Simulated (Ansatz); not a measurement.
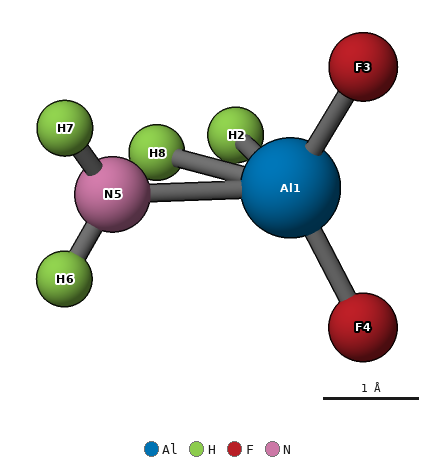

*The input geometry (ball-and-stick view, seen at a tilt; atoms are numbered from 1 in the order of the input). Sticks mark near contacts.*

Bond lengths as drawn: Al–F 1.66 Å, Al–H 1.82 Å, Al–N 1.89 Å and H–N 1.02 Å.

Molecular dynamics of AlNH₄F₂ (part 1 of 3)

The run: molecular dynamics of AlNH₄F₂. Method and program: RKS PBE-D4/6-31G* (Ansatz 0.2.0).

It belongs to a series of runs on one base structure; here: dynamics from the highest image of the converged band. Figures and captions count atoms from 1; the log counts them from 0 in places.

## The input
```yaml
crystal:
  periodic: [false, false, false]
  atoms:
    - { symbol: Al, position_ang: [0.064848, -0.354722, -0.008686] }
    - { symbol: H, position_ang: [-0.210294, 0.050123, 1.747718] }
    - { symbol: F, position_ang: [1.54107, 0.262772, -0.46716] }
    - { symbol: F, position_ang: [-1.314124, 0.013915, -0.865841] }
    - { symbol: "N", position_ang: [0.102688, -2.064328, 0.788436] }
    - { symbol: H, position_ang: [-0.67603, -2.722619, 0.686833] }
    - { symbol: H, position_ang: [0.980447, -2.579635, 0.908073] }
    - { symbol: H, position_ang: [-0.120607, -0.951606, 1.703327] }
basis:
  gaussian: { orbitals: "6-31G*" }
hamiltonian:
  xc: pbe
  dispersion: d4
md:
  timestep: 0.5
  n_steps: 200
  ensemble: nve
  temperature: 100.0
  initial_velocities: maxwell_boltzmann
  seed: 4280
```

Machine: 1 thread of Intel Xeon (Sapphire Rapids), 16 GiB of memory available, shared host.

Command:
```bash
ansatz run input.yaml --threads 1 --pin off --max-ram 2048MiB --backend cpu --events-out ev --progress --plain --runs-dir out
```

## The program's output
```
Engine: ansatz 0.2.0, x86_64-unknown-linux-gnu
Functional definition: PBE
  parameter kappa = 0.804
  parameter beta = 0.06672455060314922
  exchange = pbe_x(kappa = kappa, mu = beta*pi^2/3)
  correlation = pbe_c(beta = beta)
824 factors; their error is unknown
mean field evaluation 1: about -13567.7308 eV, gradient 7.6e1 eV
mean field evaluation 2: about -13532.3376 eV, gradient 1.5e2 eV
mean field evaluation 4: about -13577.7664 eV, gradient 5.2e0 eV
mean field evaluation 8: about -13577.8456 eV, gradient 2.3e-1 eV
mean field evaluation 16: about -13577.8129 eV, gradient 7.9e-5 eV
mean field -13577.81289903 eV, -498.9754206673 hartree, gradient 7.9e-5 eV, S^2 0.000000; 0 other end points of the search recorded, 0 dependent functions left out
the calculation of the forces begins
reference -13577.81294798 eV, -498.9754224661 hartree; 21, 21 occupied and 51, 51 virtual orbitals, 824 factors
md step     0: t =     0.00 fs  T =   100.0 K  F+E_penalty+E_count = -13577.92462305 eV  E_kin = 0.077556 eV  conserved = -13577.84706705 eV  (25 SCF iters)
these checks for a lower state are left out or cut short: starts, cluster_reference, orbital_swaps, neighbouring_geometries, increment
824 factors; their error is unknown
mean field -13577.81267373 eV, -498.9754123876 hartree, gradient 1.2e-5 eV, S^2 0.000000; 0 other end points of the search recorded, 0 dependent functions left out
the calculation of the forces begins
reference -13577.81272264 eV, -498.9754141850 hartree; 21, 21 occupied and 51, 51 virtual orbitals, 824 factors
md step     1: t =     0.50 fs  T =    99.7 K  F+E_penalty+E_count = -13577.92436429 eV  E_kin = 0.077298 eV  conserved = -13577.84706595 eV  (28 SCF iters)
[... from here on the SCF iterations and repeated set-up lines of each step are left out, up to the last step ...]
md step     2: t =     1.00 fs  T =    97.9 K  F+E_penalty+E_count = -13577.92298308 eV  E_kin = 0.075923 eV  conserved = -13577.84705968 eV  (28 SCF iters)
md step     3: t =     1.50 fs  T =    94.8 K  F+E_penalty+E_count = -13577.92058042 eV  E_kin = 0.073531 eV  conserved = -13577.84704910 eV  (28 SCF iters)
md step     4: t =     2.00 fs  T =    90.6 K  F+E_penalty+E_count = -13577.91732458 eV  E_kin = 0.070289 eV  conserved = -13577.84703587 eV  (23 SCF iters)
md step     5: t =     2.50 fs  T =    85.6 K  F+E_penalty+E_count = -13577.91342688 eV  E_kin = 0.066405 eV  conserved = -13577.84702148 eV  (23 SCF iters)
md step     6: t =     3.00 fs  T =    80.1 K  F+E_penalty+E_count = -13577.90911632 eV  E_kin = 0.062109 eV  conserved = -13577.84700739 eV  (23 SCF iters)
md step     7: t =     3.50 fs  T =    74.3 K  F+E_penalty+E_count = -13577.90461736 eV  E_kin = 0.057623 eV  conserved = -13577.84699453 eV  (23 SCF iters)
md step     8: t =     4.00 fs  T =    68.5 K  F+E_penalty+E_count = -13577.90013540 eV  E_kin = 0.053152 eV  conserved = -13577.84698344 eV  (23 SCF iters)
md step     9: t =     4.50 fs  T =    63.0 K  F+E_penalty+E_count = -13577.89584960 eV  E_kin = 0.048876 eV  conserved = -13577.84697387 eV  (23 SCF iters)
md step    10: t =     5.00 fs  T =    58.0 K  F+E_penalty+E_count = -13577.89191314 eV  E_kin = 0.044947 eV  conserved = -13577.84696585 eV  (23 SCF iters)
md step    11: t =     5.50 fs  T =    53.5 K  F+E_penalty+E_count = -13577.88845401 eV  E_kin = 0.041495 eV  conserved = -13577.84695925 eV  (23 SCF iters)
md step    12: t =     6.00 fs  T =    49.8 K  F+E_penalty+E_count = -13577.88557550 eV  E_kin = 0.038621 eV  conserved = -13577.84695460 eV  (22 SCF iters)
md step    13: t =     6.50 fs  T =    46.9 K  F+E_penalty+E_count = -13577.88335135 eV  E_kin = 0.036399 eV  conserved = -13577.84695224 eV  (22 SCF iters)
md step    14: t =     7.00 fs  T =    45.0 K  F+E_penalty+E_count = -13577.88181898 eV  E_kin = 0.034866 eV  conserved = -13577.84695261 eV  (22 SCF iters)
md step    15: t =     7.50 fs  T =    43.9 K  F+E_penalty+E_count = -13577.88097246 eV  E_kin = 0.034017 eV  conserved = -13577.84695586 eV  (22 SCF iters)
md step    16: t =     8.00 fs  T =    43.6 K  F+E_penalty+E_count = -13577.88076050 eV  E_kin = 0.033799 eV  conserved = -13577.84696157 eV  (22 SCF iters)
md step    17: t =     8.50 fs  T =    44.0 K  F+E_penalty+E_count = -13577.88109345 eV  E_kin = 0.034125 eV  conserved = -13577.84696863 eV  (22 SCF iters)
md step    18: t =     9.00 fs  T =    45.0 K  F+E_penalty+E_count = -13577.88186045 eV  E_kin = 0.034885 eV  conserved = -13577.84697547 eV  (28 SCF iters)
md step    19: t =     9.50 fs  T =    46.4 K  F+E_penalty+E_count = -13577.88295410 eV  E_kin = 0.035974 eV  conserved = -13577.84698043 eV  (28 SCF iters)
md step    20: t =    10.00 fs  T =    48.1 K  F+E_penalty+E_count = -13577.88429715 eV  E_kin = 0.037315 eV  conserved = -13577.84698206 eV  (27 SCF iters)
md step    21: t =    10.50 fs  T =    50.1 K  F+E_penalty+E_count = -13577.88586512 eV  E_kin = 0.038886 eV  conserved = -13577.84697919 eV  (28 SCF iters)
md step    22: t =    11.00 fs  T =    52.5 K  F+E_penalty+E_count = -13577.88770148 eV  E_kin = 0.040729 eV  conserved = -13577.84697198 eV  (28 SCF iters)
md step    23: t =    11.50 fs  T =    55.4 K  F+E_penalty+E_count = -13577.88992053 eV  E_kin = 0.042960 eV  conserved = -13577.84696034 eV  (28 SCF iters)
md step    24: t =    12.00 fs  T =    59.0 K  F+E_penalty+E_count = -13577.89270495 eV  E_kin = 0.045760 eV  conserved = -13577.84694497 eV  (28 SCF iters)
md step    25: t =    12.50 fs  T =    63.7 K  F+E_penalty+E_count = -13577.89629769 eV  E_kin = 0.049372 eV  conserved = -13577.84692615 eV  (28 SCF iters)
md step    26: t =    13.00 fs  T =    69.7 K  F+E_penalty+E_count = -13577.90099693 eV  E_kin = 0.054093 eV  conserved = -13577.84690388 eV  (27 SCF iters)
md step    27: t =    13.50 fs  T =    77.7 K  F+E_penalty+E_count = -13577.90715634 eV  E_kin = 0.060279 eV  conserved = -13577.84687769 eV  (28 SCF iters)
md step    28: t =    14.00 fs  T =    88.1 K  F+E_penalty+E_count = -13577.91519326 eV  E_kin = 0.068346 eV  conserved = -13577.84684679 eV  (27 SCF iters)
md step    29: t =    14.50 fs  T =   101.6 K  F+E_penalty+E_count = -13577.92560293 eV  E_kin = 0.078793 eV  conserved = -13577.84681025 eV  (27 SCF iters)
md step    30: t =    15.00 fs  T =   118.9 K  F+E_penalty+E_count = -13577.93897487 eV  E_kin = 0.092207 eV  conserved = -13577.84676763 eV  (27 SCF iters)
md step    31: t =    15.50 fs  T =   140.9 K  F+E_penalty+E_count = -13577.95600366 eV  E_kin = 0.109284 eV  conserved = -13577.84671969 eV  (27 SCF iters)
md step    32: t =    16.00 fs  T =   168.7 K  F+E_penalty+E_count = -13577.97748347 eV  E_kin = 0.130814 eV  conserved = -13577.84666924 eV  (27 SCF iters)
md step    33: t =    16.50 fs  T =   203.3 K  F+E_penalty+E_count = -13578.00427167 eV  E_kin = 0.157649 eV  conserved = -13577.84662307 eV  (27 SCF iters)
md step    34: t =    17.00 fs  T =   245.8 K  F+E_penalty+E_count = -13578.03719718 eV  E_kin = 0.190603 eV  conserved = -13577.84659466 eV  (26 SCF iters)
md step    35: t =    17.50 fs  T =   296.9 K  F+E_penalty+E_count = -13578.07687665 eV  E_kin = 0.230269 eV  conserved = -13577.84660775 eV  (26 SCF iters)
md step    36: t =    18.00 fs  T =   356.8 K  F+E_penalty+E_count = -13578.12338936 eV  E_kin = 0.276690 eV  conserved = -13577.84669921 eV  (26 SCF iters)
md step    37: t =    18.50 fs  T =   424.0 K  F+E_penalty+E_count = -13578.17577031 eV  E_kin = 0.328851 eV  conserved = -13577.84691916 eV  (26 SCF iters)
md step    38: t =    19.00 fs  T =   495.2 K  F+E_penalty+E_count = -13578.23134495 eV  E_kin = 0.384030 eV  conserved = -13577.84731518 eV  (27 SCF iters, 3 dispersion substeps)
md step    39: t =    19.50 fs  T =   563.8 K  F+E_penalty+E_count = -13578.28514506 eV  E_kin = 0.437255 eV  conserved = -13577.84788984 eV  (28 SCF iters, 3 dispersion substeps)
md step    40: t =    20.00 fs  T =   620.9 K  F+E_penalty+E_count = -13578.33005021 eV  E_kin = 0.481529 eV  conserved = -13577.84852138 eV  (25 SCF iters, 3 dispersion substeps)
md step    41: t =    20.50 fs  T =   657.4 K  F+E_penalty+E_count = -13578.35873256 eV  E_kin = 0.509833 eV  conserved = -13577.84889910 eV  (28 SCF iters, 3 dispersion substeps)
md step    42: t =    21.00 fs  T =   669.8 K  F+E_penalty+E_count = -13578.36812653 eV  E_kin = 0.519508 eV  conserved = -13577.84861872 eV  (27 SCF iters, 3 dispersion substeps)
md step    43: t =    21.50 fs  T =   666.9 K  F+E_penalty+E_count = -13578.36476043 eV  E_kin = 0.517190 eV  conserved = -13577.84757079 eV  (26 SCF iters, 3 dispersion substeps)
md step    44: t =    22.00 fs  T =   669.3 K  F+E_penalty+E_count = -13578.36541873 eV  E_kin = 0.519045 eV  conserved = -13577.84637328 eV  (27 SCF iters, 3 dispersion substeps)
md step    45: t =    22.50 fs  T =   698.5 K  F+E_penalty+E_count = -13578.38779989 eV  E_kin = 0.541716 eV  conserved = -13577.84608408 eV  (27 SCF iters, 3 dispersion substeps)
md step    46: t =    23.00 fs  T =   759.2 K  F+E_penalty+E_count = -13578.43588045 eV  E_kin = 0.588782 eV  conserved = -13577.84709891 eV  (26 SCF iters, 3 dispersion substeps)
md step    47: t =    23.50 fs  T =   833.1 K  F+E_penalty+E_count = -13578.49477138 eV  E_kin = 0.646130 eV  conserved = -13577.84864094 eV  (27 SCF iters, 3 dispersion substeps)
md step    48: t =    24.00 fs  T =   892.2 K  F+E_penalty+E_count = -13578.54159881 eV  E_kin = 0.691967 eV  conserved = -13577.84963158 eV  (27 SCF iters, 3 dispersion substeps)
md step    49: t =    24.50 fs  T =   917.1 K  F+E_penalty+E_count = -13578.56093157 eV  E_kin = 0.711274 eV  conserved = -13577.84965798 eV  (27 SCF iters, 3 dispersion substeps)
md step    50: t =    25.00 fs  T =   905.7 K  F+E_penalty+E_count = -13578.55138896 eV  E_kin = 0.702406 eV  conserved = -13577.84898318 eV  (27 SCF iters, 3 dispersion substeps)
md step    51: t =    25.50 fs  T =   869.6 K  F+E_penalty+E_count = -13578.52245236 eV  E_kin = 0.674391 eV  conserved = -13577.84806125 eV  (27 SCF iters, 3 dispersion substeps)
md step    52: t =    26.00 fs  T =   826.1 K  F+E_penalty+E_count = -13578.48791459 eV  E_kin = 0.640693 eV  conserved = -13577.84722207 eV  (28 SCF iters, 3 dispersion substeps)
md step    53: t =    26.50 fs  T =   791.9 K  F+E_penalty+E_count = -13578.46076041 eV  E_kin = 0.614144 eV  conserved = -13577.84661670 eV  (28 SCF iters, 3 dispersion substeps)
md step    54: t =    27.00 fs  T =   779.2 K  F+E_penalty+E_count = -13578.45059444 eV  E_kin = 0.604313 eV  conserved = -13577.84628098 eV  (28 SCF iters, 3 dispersion substeps)
md step    55: t =    27.50 fs  T =   795.1 K  F+E_penalty+E_count = -13578.46285063 eV  E_kin = 0.616643 eV  conserved = -13577.84620758 eV  (28 SCF iters, 3 dispersion substeps)
md step    56: t =    28.00 fs  T =   841.2 K  F+E_penalty+E_count = -13578.49875864 eV  E_kin = 0.652368 eV  conserved = -13577.84639038 eV  (28 SCF iters, 3 dispersion substeps)
md step    57: t =    28.50 fs  T =   913.6 K  F+E_penalty+E_count = -13578.55538833 eV  E_kin = 0.708545 eV  conserved = -13577.84684292 eV  (28 SCF iters, 3 dispersion substeps)
md step    58: t =    29.00 fs  T =  1003.0 K  F+E_penalty+E_count = -13578.62551163 eV  E_kin = 0.777925 eV  conserved = -13577.84758630 eV  (28 SCF iters, 3 dispersion substeps)
md step    59: t =    29.50 fs  T =  1094.5 K  F+E_penalty+E_count = -13578.69747613 eV  E_kin = 0.848873 eV  conserved = -13577.84860281 eV  (25 SCF iters, 3 dispersion substeps)
md step    60: t =    30.00 fs  T =  1168.3 K  F+E_penalty+E_count = -13578.75584517 eV  E_kin = 0.906106 eV  conserved = -13577.84973916 eV  (27 SCF iters, 3 dispersion substeps)
md step    61: t =    30.50 fs  T =  1203.8 K  F+E_penalty+E_count = -13578.78423486 eV  E_kin = 0.933648 eV  conserved = -13577.85058733 eV  (27 SCF iters, 3 dispersion substeps)
md step    62: t =    31.00 fs  T =  1188.0 K  F+E_penalty+E_count = -13578.77188836 eV  E_kin = 0.921397 eV  conserved = -13577.85049133 eV  (27 SCF iters, 3 dispersion substeps)
md step    63: t =    31.50 fs  T =  1127.3 K  F+E_penalty+E_count = -13578.72327112 eV  E_kin = 0.874296 eV  conserved = -13577.84897544 eV  (27 SCF iters, 3 dispersion substeps)
md step    64: t =    32.00 fs  T =  1053.8 K  F+E_penalty+E_count = -13578.66384486 eV  E_kin = 0.817259 eV  conserved = -13577.84658567 eV  (27 SCF iters, 3 dispersion substeps)
md step    65: t =    32.50 fs  T =  1012.7 K  F+E_penalty+E_count = -13578.63047781 eV  E_kin = 0.785400 eV  conserved = -13577.84507747 eV  (27 SCF iters, 3 dispersion substeps)
md step    66: t =    33.00 fs  T =  1031.4 K  F+E_penalty+E_count = -13578.64568596 eV  E_kin = 0.799878 eV  conserved = -13577.84580843 eV  (28 SCF iters, 3 dispersion substeps)
md step    67: t =    33.50 fs  T =  1096.7 K  F+E_penalty+E_count = -13578.69862360 eV  E_kin = 0.850561 eV  conserved = -13577.84806289 eV  (28 SCF iters, 3 dispersion substeps)
md step    68: t =    34.00 fs  T =  1167.0 K  F+E_penalty+E_count = -13578.75506040 eV  E_kin = 0.905107 eV  conserved = -13577.84995359 eV  (28 SCF iters, 3 dispersion substeps)
md step    69: t =    34.50 fs  T =  1204.4 K  F+E_penalty+E_count = -13578.78449495 eV  E_kin = 0.934063 eV  conserved = -13577.85043222 eV  (28 SCF iters, 3 dispersion substeps)
md step    70: t =    35.00 fs  T =  1195.3 K  F+E_penalty+E_count = -13578.77674832 eV  E_kin = 0.927028 eV  conserved = -13577.84972039 eV  (28 SCF iters, 3 dispersion substeps)
md step    71: t =    35.50 fs  T =  1149.8 K  F+E_penalty+E_count = -13578.74024026 eV  E_kin = 0.891722 eV  conserved = -13577.84851866 eV  (28 SCF iters, 3 dispersion substeps)
md step    72: t =    36.00 fs  T =  1089.2 K  F+E_penalty+E_count = -13578.69209309 eV  E_kin = 0.844719 eV  conserved = -13577.84737392 eV  (28 SCF iters, 3 dispersion substeps)
md step    73: t =    36.50 fs  T =  1035.4 K  F+E_penalty+E_count = -13578.64958928 eV  E_kin = 0.803045 eV  conserved = -13577.84654474 eV  (28 SCF iters, 3 dispersion substeps)
md step    74: t =    37.00 fs  T =  1005.2 K  F+E_penalty+E_count = -13578.62569122 eV  E_kin = 0.779595 eV  conserved = -13577.84609650 eV  (28 SCF iters, 3 dispersion substeps)
md step    75: t =    37.50 fs  T =  1007.7 K  F+E_penalty+E_count = -13578.62758332 eV  E_kin = 0.781566 eV  conserved = -13577.84601771 eV  (28 SCF iters, 3 dispersion substeps)
md step    76: t =    38.00 fs  T =  1044.8 K  F+E_penalty+E_count = -13578.65658653 eV  E_kin = 0.810295 eV  conserved = -13577.84629123 eV  (29 SCF iters, 3 dispersion substeps)
md step    77: t =    38.50 fs  T =  1110.7 K  F+E_penalty+E_count = -13578.70835341 eV  E_kin = 0.861436 eV  conserved = -13577.84691748 eV  (28 SCF iters, 3 dispersion substeps)
md step    78: t =    39.00 fs  T =  1192.8 K  F+E_penalty+E_count = -13578.77297823 eV  E_kin = 0.925089 eV  conserved = -13577.84788964 eV  (25 SCF iters, 3 dispersion substeps)
md step    79: t =    39.50 fs  T =  1271.7 K  F+E_penalty+E_count = -13578.83541990 eV  E_kin = 0.986309 eV  conserved = -13577.84911085 eV  (28 SCF iters, 3 dispersion substeps)
md step    80: t =    40.00 fs  T =  1324.5 K  F+E_penalty+E_count = -13578.87749118 eV  E_kin = 1.027230 eV  conserved = -13577.85026085 eV  (28 SCF iters, 3 dispersion substeps)
md step    81: t =    40.50 fs  T =  1331.3 K  F+E_penalty+E_count = -13578.88325593 eV  E_kin = 1.032541 eV  conserved = -13577.85071509 eV  (27 SCF iters, 3 dispersion substeps)
md step    82: t =    41.00 fs  T =  1287.8 K  F+E_penalty+E_count = -13578.84852583 eV  E_kin = 0.998730 eV  conserved = -13577.84979561 eV  (27 SCF iters, 3 dispersion substeps)
md step    83: t =    41.50 fs  T =  1215.2 K  F+E_penalty+E_count = -13578.79000004 eV  E_kin = 0.942424 eV  conserved = -13577.84757577 eV  (27 SCF iters, 3 dispersion substeps)
md step    84: t =    42.00 fs  T =  1156.5 K  F+E_penalty+E_count = -13578.74245707 eV  E_kin = 0.896927 eV  conserved = -13577.84552976 eV  (27 SCF iters, 3 dispersion substeps)
md step    85: t =    42.50 fs  T =  1148.8 K  F+E_penalty+E_count = -13578.73647870 eV  E_kin = 0.891001 eV  conserved = -13577.84547746 eV  (27 SCF iters, 3 dispersion substeps)
md step    86: t =    43.00 fs  T =  1193.2 K  F+E_penalty+E_count = -13578.77280608 eV  E_kin = 0.925380 eV  conserved = -13577.84742656 eV  (27 SCF iters, 3 dispersion substeps)
md step    87: t =    43.50 fs  T =  1254.2 K  F+E_penalty+E_count = -13578.82227053 eV  E_kin = 0.972713 eV  conserved = -13577.84955710 eV  (27 SCF iters, 3 dispersion substeps)
md step    88: t =    44.00 fs  T =  1290.8 K  F+E_penalty+E_count = -13578.85145900 eV  E_kin = 1.001070 eV  conserved = -13577.85038909 eV  (27 SCF iters, 3 dispersion substeps)
md step    89: t =    44.50 fs  T =  1283.1 K  F+E_penalty+E_count = -13578.84503027 eV  E_kin = 0.995159 eV  conserved = -13577.84987173 eV  (28 SCF iters, 3 dispersion substeps)
md step    90: t =    45.00 fs  T =  1237.1 K  F+E_penalty+E_count = -13578.80815949 eV  E_kin = 0.959435 eV  conserved = -13577.84872461 eV  (28 SCF iters, 3 dispersion substeps)
md step    91: t =    45.50 fs  T =  1172.3 K  F+E_penalty+E_count = -13578.75676206 eV  E_kin = 0.909165 eV  conserved = -13577.84759709 eV  (28 SCF iters, 3 dispersion substeps)
md step    92: t =    46.00 fs  T =  1109.9 K  F+E_penalty+E_count = -13578.70760807 eV  E_kin = 0.860813 eV  conserved = -13577.84679484 eV  (28 SCF iters, 3 dispersion substeps)
md step    93: t =    46.50 fs  T =  1066.0 K  F+E_penalty+E_count = -13578.67312954 eV  E_kin = 0.826763 eV  conserved = -13577.84636682 eV  (28 SCF iters, 3 dispersion substeps)
md step    94: t =    47.00 fs  T =  1049.4 K  F+E_penalty+E_count = -13578.66015878 eV  E_kin = 0.813898 eV  conserved = -13577.84626092 eV  (28 SCF iters, 3 dispersion substeps)
md step    95: t =    47.50 fs  T =  1062.4 K  F+E_penalty+E_count = -13578.67041754 eV  E_kin = 0.823987 eV  conserved = -13577.84643016 eV  (28 SCF iters, 3 dispersion substeps)
md step    96: t =    48.00 fs  T =  1101.5 K  F+E_penalty+E_count = -13578.70114410 eV  E_kin = 0.854273 eV  conserved = -13577.84687079 eV  (28 SCF iters, 3 dispersion substeps)
md step    97: t =    48.50 fs  T =  1157.4 K  F+E_penalty+E_count = -13578.74524062 eV  E_kin = 0.897639 eV  conserved = -13577.84760181 eV  (25 SCF iters, 3 dispersion substeps)
md step    98: t =    49.00 fs  T =  1215.4 K  F+E_penalty+E_count = -13578.79124410 eV  E_kin = 0.942653 eV  conserved = -13577.84859154 eV  (28 SCF iters, 3 dispersion substeps)
md step    99: t =    49.50 fs  T =  1256.6 K  F+E_penalty+E_count = -13578.82424253 eV  E_kin = 0.974605 eV  conserved = -13577.84963735 eV  (28 SCF iters, 3 dispersion substeps)
md step   100: t =    50.00 fs  T =  1262.6 K  F+E_penalty+E_count = -13578.82945566 eV  E_kin = 0.979192 eV  conserved = -13577.85026412 eV  (28 SCF iters, 3 dispersion substeps)
md step   101: t =    50.50 fs  T =  1224.7 K  F+E_penalty+E_count = -13578.79966388 eV  E_kin = 0.949828 eV  conserved = -13577.84983597 eV  (27 SCF iters, 3 dispersion substeps)
md step   102: t =    51.00 fs  T =  1155.4 K  F+E_penalty+E_count = -13578.74418359 eV  E_kin = 0.896053 eV  conserved = -13577.84813043 eV  (28 SCF iters, 3 dispersion substeps)
md step   103: t =    51.50 fs  T =  1089.1 K  F+E_penalty+E_count = -13578.69070420 eV  E_kin = 0.844624 eV  conserved = -13577.84607996 eV  (28 SCF iters, 3 dispersion substeps)
md step   104: t =    52.00 fs  T =  1063.8 K  F+E_penalty+E_count = -13578.67044707 eV  E_kin = 0.825039 eV  conserved = -13577.84540777 eV  (28 SCF iters, 3 dispersion substeps)
```
